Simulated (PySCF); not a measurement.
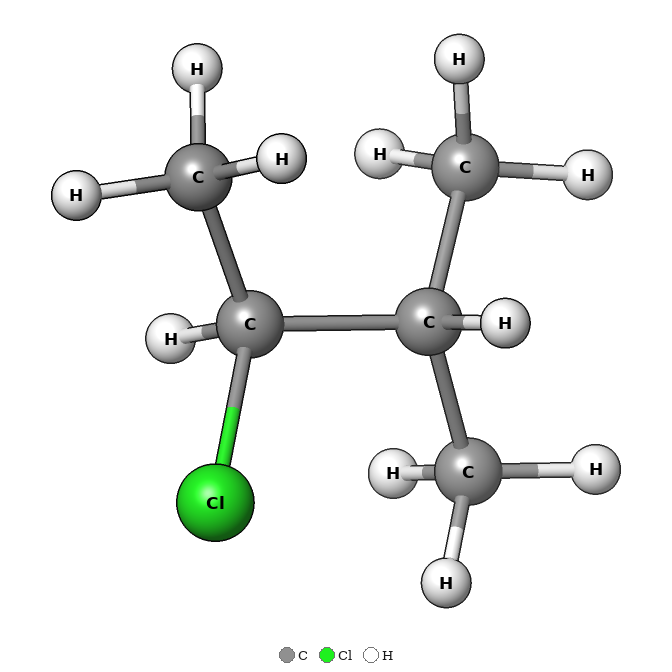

Rendered structure (ball-and-stick style).

The geometry was computed by an optimisation with GFN2-xTB. No frequency run is at hand to confirm it as a minimum.

> Count the atoms of each element.

C5H11Cl, 17 atoms: 5 carbon, 11 hydrogen and 1 chlorine.

> Name functional groups in it.

Among them: C–Cl bond.

> Write the SMILES.

CC(C)[C@H](C)Cl

More results for the same structure follow; atom numbers are the same in all pictures, views and colours differ.

Geometry

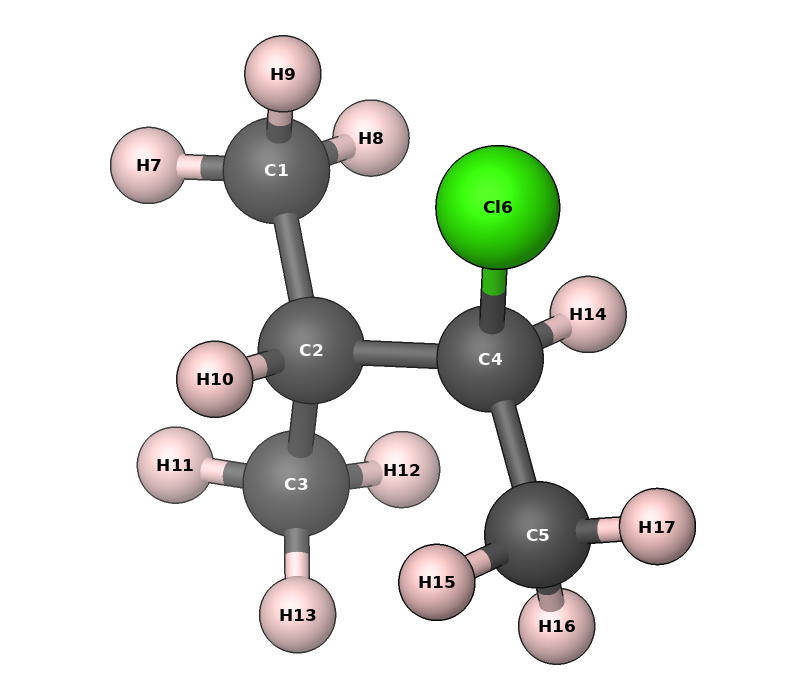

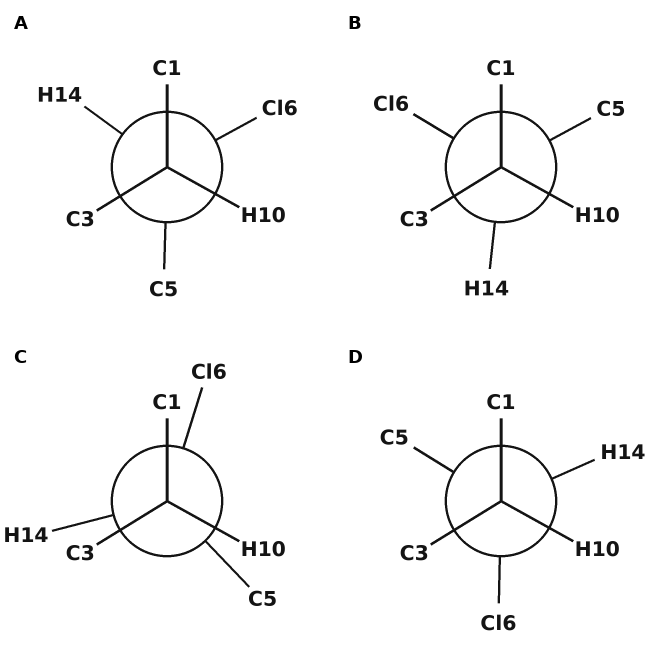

Distant atoms are faded towards the background colour. Bonds that would overlap in a projection are set slightly apart. No frequency run is at hand to confirm it as a minimum.

> Which Newman projection shows the view along C2–C4, with C2 in front?

A. The torsion angle C1–C2–C4–Cl6 is 61°, synclinal (gauche).

Electronic properties

No frequency run is at hand to confirm it as a minimum. Level of theory: PBE0/def2-SVPD, gas phase (PySCF 2.14.0). Excitations: vertical, linear response.

What does the calculation give?

- dipole moment: 2.21 D
- HOMO energy (Kohn–Sham orbital): −8.24 eV
- LUMO energy (Kohn–Sham orbital): 0.59 eV
- HOMO–LUMO gap: 8.83 eV
- mean static polarisability: 75.9 bohr³
- lowest vertical singlet excitation: 7.34 eV
- its oscillator strength: 0.001
- brightest of the 6 lowest singlets: 8.52 eV
- its oscillator strength: 0.04

Charges

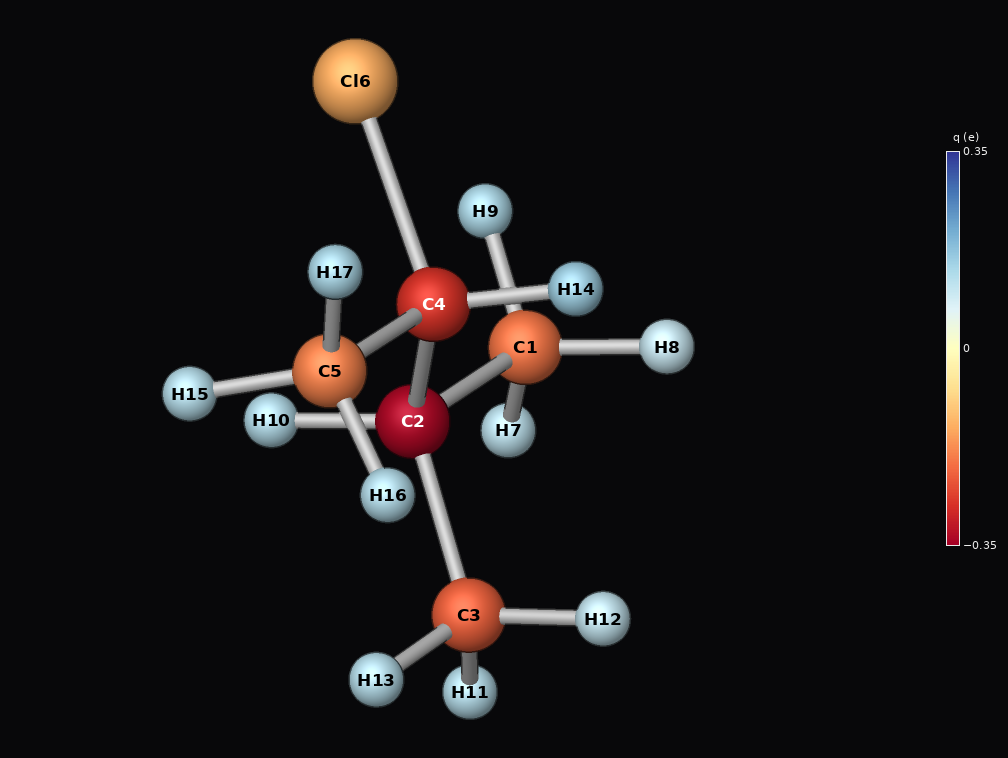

Atoms are coloured by their Mulliken charges. No frequency run is at hand to confirm it as a minimum. Level of theory: PBE0/pcSseg-1, gas phase (PySCF 2.14.0).

> Which atom carries the highest charge (most positive or least negative)?

H14 (0.15 e).

> And the lowest?

C2 (−0.34 e).

List the Mulliken charges.

```tsv
atom	value (e)
C1	−0.20
C2	−0.34
C3	−0.22
C4	−0.27
C5	−0.18
Cl6	−0.14
H7	0.11
H8	0.10
H9	0.13
H10	0.13
H11	0.12
H12	0.11
H13	0.12
H14	0.15
H15	0.12
H16	0.12
H17	0.13
```

NMR shielding

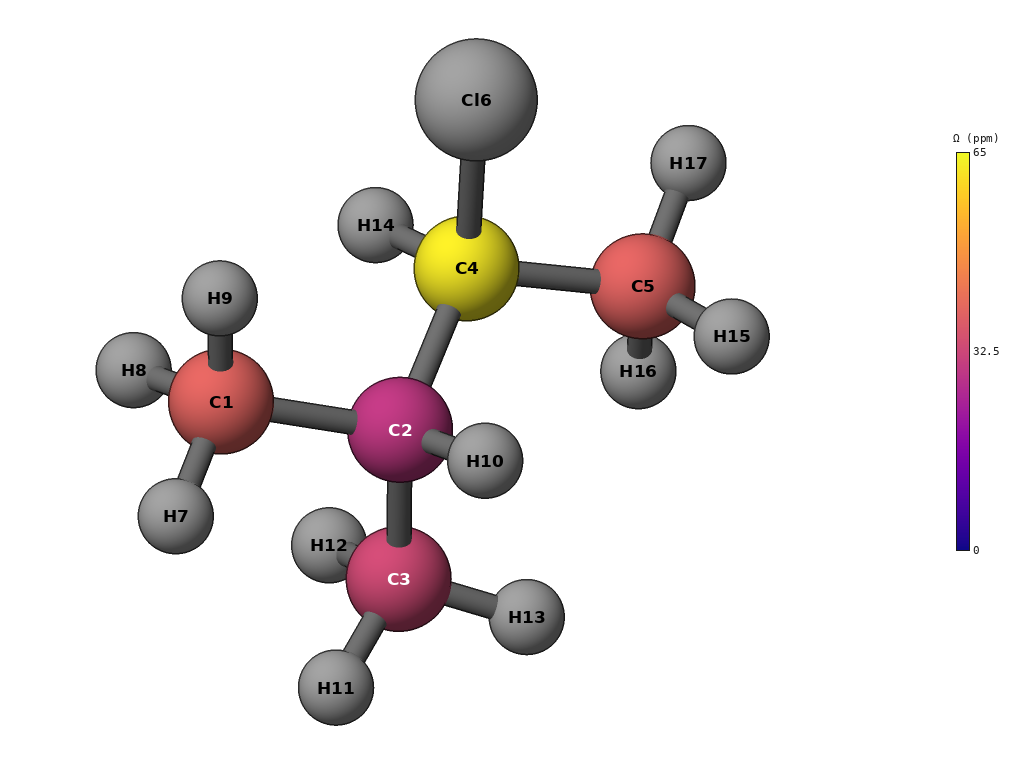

The C atoms are coloured by the span of their shielding tensor. No frequency run is at hand to confirm it as a minimum. Level of theory: GIAO PBE0/pcSseg-1 NMR shielding, non-relativistic, gas phase (PySCF 2.14.0). Principal shieldings σ11 ≤ σ22 ≤ σ33, span Ω = σ33 − σ11, skew κ = 3(σiso − σ22)/Ω.

> Which C atom has the most anisotropic shielding?

C4, with a span of 63 ppm.

Give the shielding tensors of the C atoms.

```tsv
atom	σ11	σ22	σ33	σiso	Ω	κ
C1	146.8	154.0	186.1	162.3	39.3	0.64
C2	131.7	142.1	161.3	145.0	29.7	0.30
C3	152.1	158.1	185.4	165.2	33.4	0.63
C4	84.2	119.2	146.8	116.8	62.5	−0.12
C5	144.2	153.8	183.2	160.4	38.9	0.51
```

Shieldings and span in ppm.

Mulliken values depend strongly on the basis set and can even reverse the polarity of a bond.
